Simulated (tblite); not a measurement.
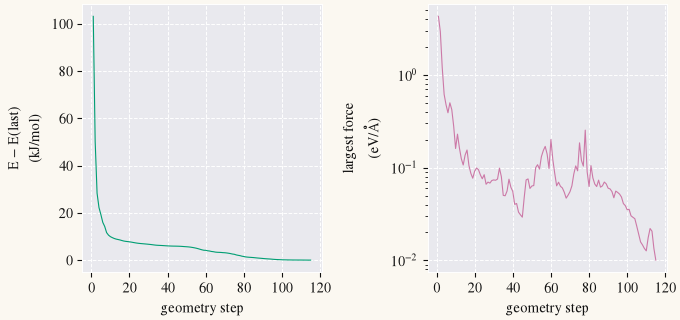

History of a geometry optimisation.

- system: Dimethyl(thiophen-2-yl)phosphine oxide (SMILES CP(C)(=O)c1cccs1)
- method: tblite 0.8.0, GFN2-xTB geometry optimisation, gas phase

> How did it end, and what did it gain?

The optimisation met its thresholds at geometry 115, counting the start as the first. The energy fell by about 100 kJ/mol from the first step to the last. The largest force goes from about 4.3 eV/Å at the start to 0.01 eV/Å at the end.
